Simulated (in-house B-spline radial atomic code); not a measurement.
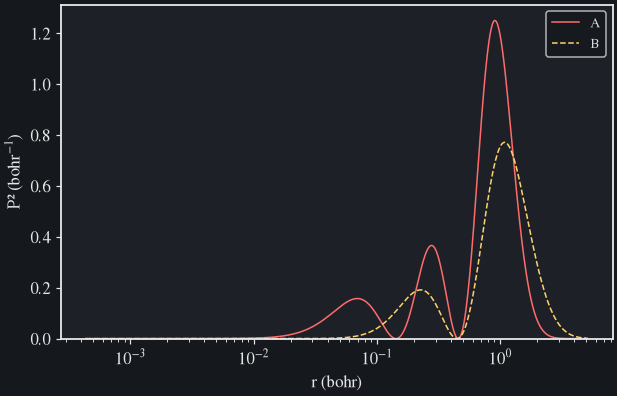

The Pd⁺ ion in the configuration [Kr] 4d9 (high spin). Method: scalar-relativistic (spin-free one-electron X2C) AM05, spin-polarised, spherical fractional occupations, Fermi nucleus, basis-set limit; computed with an in-house B-spline radial code. Radial functions and radii carry no picture-change correction.

The plot shows the radial probability densities P² of 4p up and 4d up.

Q: Which curve belongs to which orbital?

Answer: A is 4p up; B is 4d up. 4p up: outer maximum at 0.910 bohr, ⟨r⟩ = 1.04 bohr, 2 nodes, eigenvalue −62.6 eV; 4d up: outer maximum at 1.09 bohr, ⟨r⟩ = 1.46 bohr, 1 node, eigenvalue −14.9 eV.
